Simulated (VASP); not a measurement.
Band structure of PtB (relaxed from the wurtzite structure, space group P6_3mc). Computed with PBE GGA, VASP's PBE PAW potentials (set 64) (plane waves; VASP).

Unless said otherwise, spin-orbit coupling is left out, though it shifts the bands of the heavy elements here.

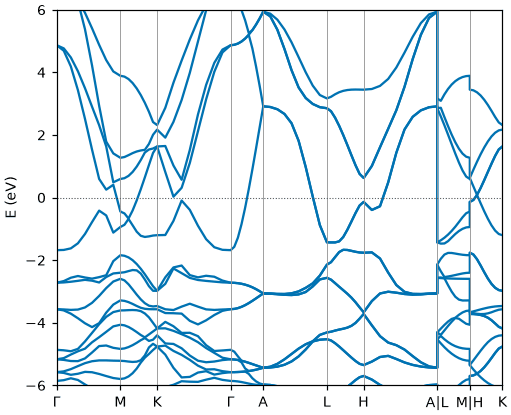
Figure. Bands along high-symmetry lines, zero at the valence-band maximum or, without a gap, the Fermi level

**Question.** Read the plot: is there a gap, and where are the band edges?

**Answer.** It has no gap at this level: it comes out as a metal or semimetal. (Edges off the drawn lines would not show.)

The structure was generated: PtB was put into the wurtzite type (P6_3mc), which need not be its known phase. It was relaxed first, which changed the volume by -15 %.
